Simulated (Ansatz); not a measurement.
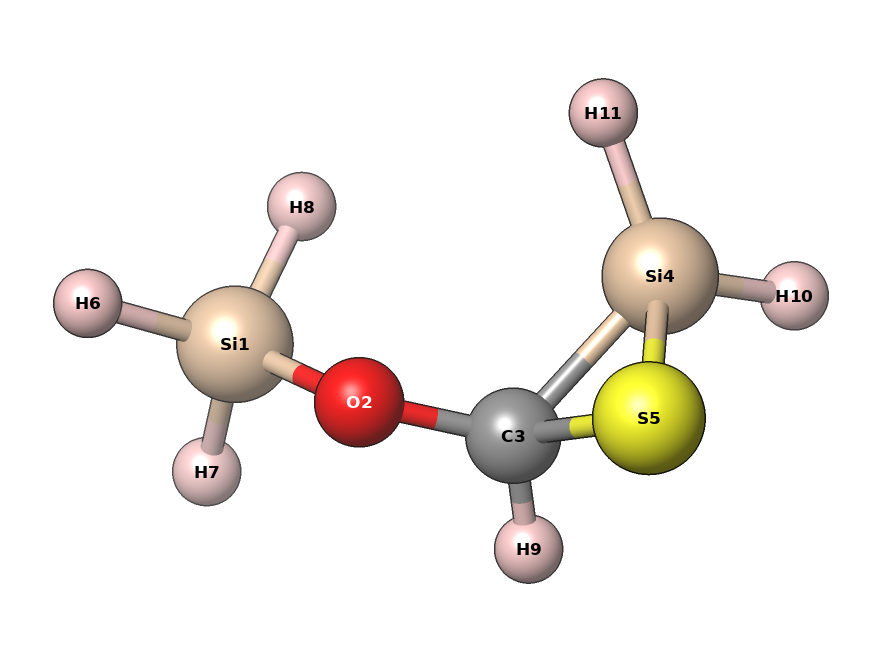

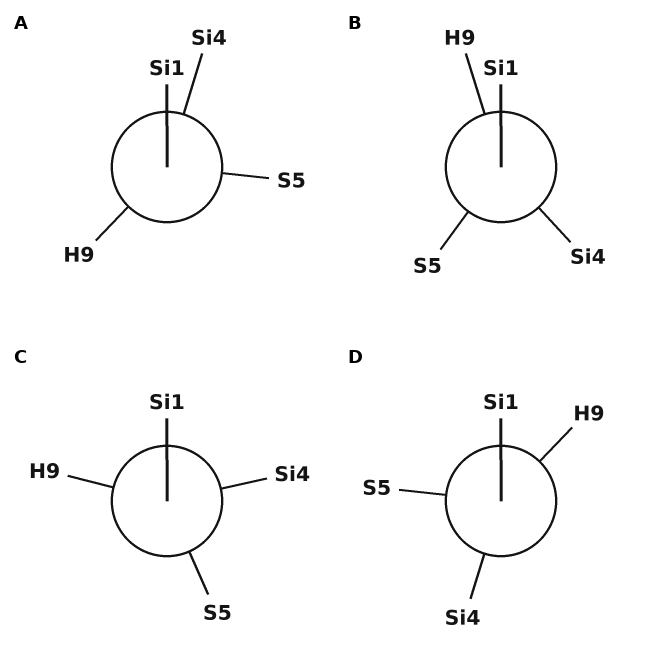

Distant atoms are faded towards the background colour. Bonds that would overlap in a projection are set slightly apart. The geometry was computed by an optimisation with PBE-D4/def2-SVP. No frequency run is at hand to confirm it as a minimum.

> Which Newman projection shows the view along O2–C3, with O2 in front?

C. The torsion angle Si1–O2–C3–S5 is 156°, antiperiplanar (anti).
